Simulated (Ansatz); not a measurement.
## What S → Se does to GaS

Consider GaS in the beta-GaS type structure (space group P6_3/mmc, No. 194; a = 3.534 Å, c = 15.041 Å; layered, stacked along the Cartesian z axis).

The change: Se takes the place of S on all its sites, then cell and atoms are relaxed.

The values are results of PBEsol-D3(BJ) (Ansatz, a program for electronic structure; PAW; 420 eV plane waves; no spin-orbit coupling), earlier PAW set, not measurements. Settings: 10×10×3 k-points, 0.05 eV Fermi–Dirac smearing, for the changed cell.

Density: 5.36 g/cm³ (base 4.15 g/cm³)
Lattice parameter a: 7.001 bohr (base 6.679 bohr)
c/a ratio: 4.186 (base 4.256)
Space group: P6_3/mmc (No. 194) (base P6_3/mmc (No. 194))
Shortest interatomic distance: 4.559 bohr (base 4.374 bohr)
Band gap: 0.82 eV (base 1.29 eV)
Gap character: indirect, Γ → M (base indirect, Γ → M)
Smallest direct gap: 0.93 eV (base 1.73 eV)
Width of the top valence band: 2.41 eV (base 2.16 eV)
Hole mass: 0.075 mₑ along c, 1.5 mₑ across (at Γ) (base 0.13 mₑ along c, 2.0 mₑ across (at Γ))
Valence-band top at Γ (three highest levels, from the VBM): 0.00, -1.24, -1.24 eV (base 0.00, -1.45, -1.45 eV)

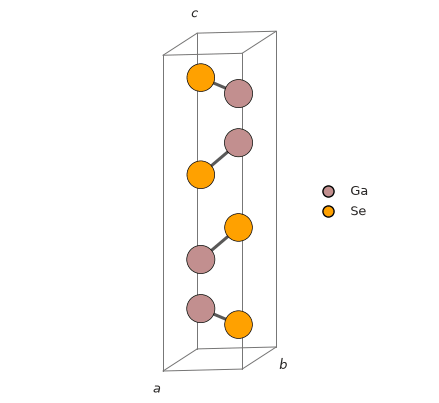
Fig. 1. The relaxed conventional cell after the change

Cost of the whole job for the changed cell (relaxation, final SCF and bands): roughly 5 core-minutes.

Masses are band curvatures over ±0.01 Å⁻¹ around the edge. Whether these cells are dynamically stable was not tested.
